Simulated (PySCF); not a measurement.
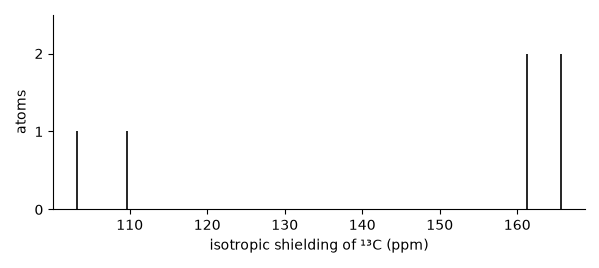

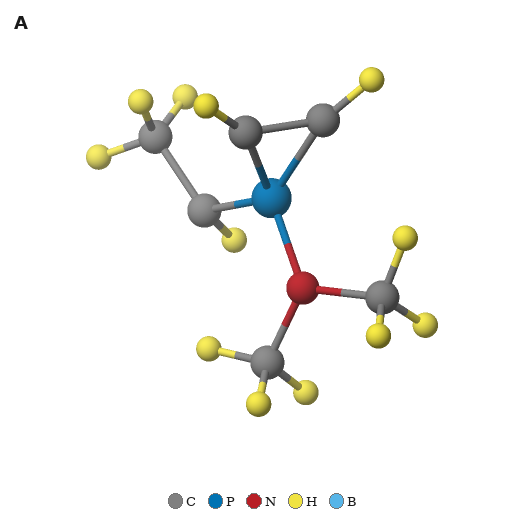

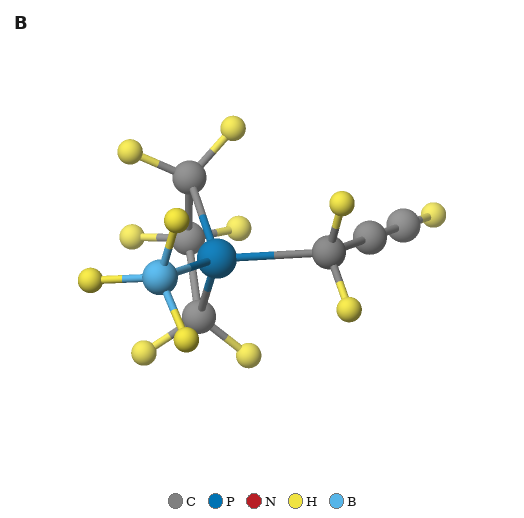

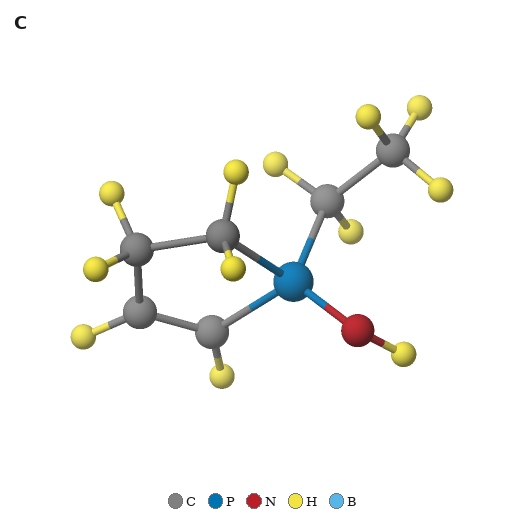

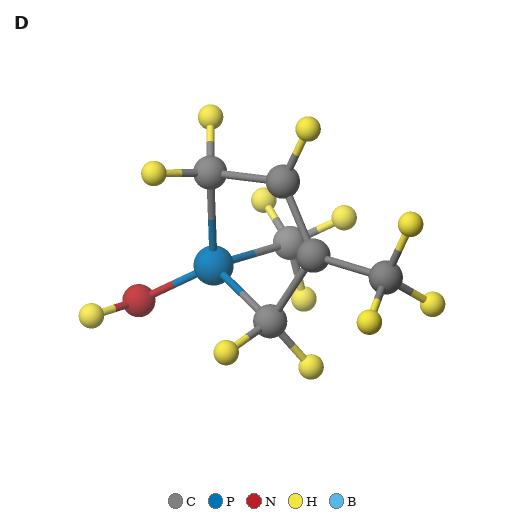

The sticks are computed shieldings of one of the molecules, for one fixed geometry (GFN2-xTB) without averaging over rotations. Low shielding means a high chemical shift. Method: GIAO PBE0/pcSseg-1 NMR shielding, non-relativistic, gas phase (PySCF 2.14.0).

Which molecule gives this pattern?

Answer. B, `[BH3-][P+]1(CC#C)CCC1`. Its 6 C atoms give lines at 103.2, 109.6, 161.2 (2 atoms), 165.6 (2 atoms) ppm.

The geometry is semi-empirical. Around B, P such bond lengths and angles can be off by a tenth of an ångström or more and by several degrees, and values that hang on the shape move with them.
